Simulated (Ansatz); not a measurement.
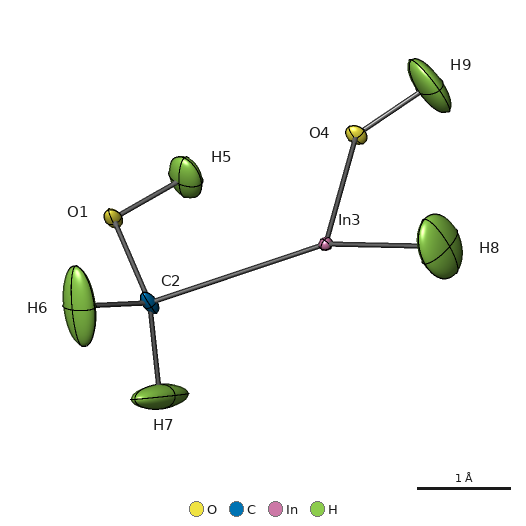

Displacement ellipsoids at the 50 % level, from the internal vibrations of the free molecule (harmonic, no overall translation or rotation; no half-axis is drawn under 0.075 Å). Vibrations computed with RKS PBE0-D4/def2-TZVP, core potentials on In (Ansatz 0.2.0). Temperature: 100 K.

Which atom has the largest mean-square displacement?

H7, with U_eq = 0.0378 Å².

Does H6 move more along its bond or across it?

Across it: the root-mean-square amplitude is 0.115 Å along the bond and up to 0.297 Å across, since bending and torsion are softer than stretching.

Give the displacement parameters, one line for each set of equivalent atoms.

| atom | U_eq (Å²) | rms amplitudes (Å) |
| --- | --- | --- |
| O1 | 0.0051 | 0.034, 0.059, 0.103 |
| C2 | 0.0055 | 0.041, 0.047, 0.112 |
| In3 | 0.00012 | 0.007, 0.011, 0.014 |
| O4 | 0.0045 | 0.041, 0.069, 0.084 |
| H5 | 0.0194 | 0.082, 0.134, 0.184 |
| H6 | 0.0376 | 0.086, 0.131, 0.297 |
| H7 | 0.0378 | 0.086, 0.132, 0.298 |
| H8 | 0.0354 | 0.096, 0.192, 0.246 |
| H9 | 0.0317 | 0.086, 0.179, 0.236 |
